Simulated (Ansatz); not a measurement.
The starting structures come from a database of crystals and need not be the phases stable at ambient conditions.

 Where the default PAW files enter, the runs use the earlier of Ansatz's two default sets.

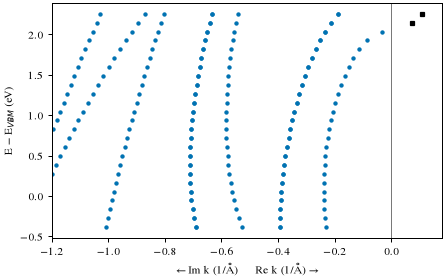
Complex bands at the centre of the two-dimensional zone; r2SCAN (Ansatz, a first-principles code)

No gap correction and no spin-orbit coupling; mid-gap values are interpolated between computed energies.

Task: This is YHSe (P-6m2, not sure to be the ambient phase, 3 atoms a cell, 16.7 Å³ an atom) along the normal of (100). Read off the slowest decay at the centre of the two-dimensional zone at 1.04 eV, the computed energy nearest the middle of the gap.

Result: κ ≈ 0.21 1/Å, a decay length 1/(2κ) of the density of 2.4 Å.
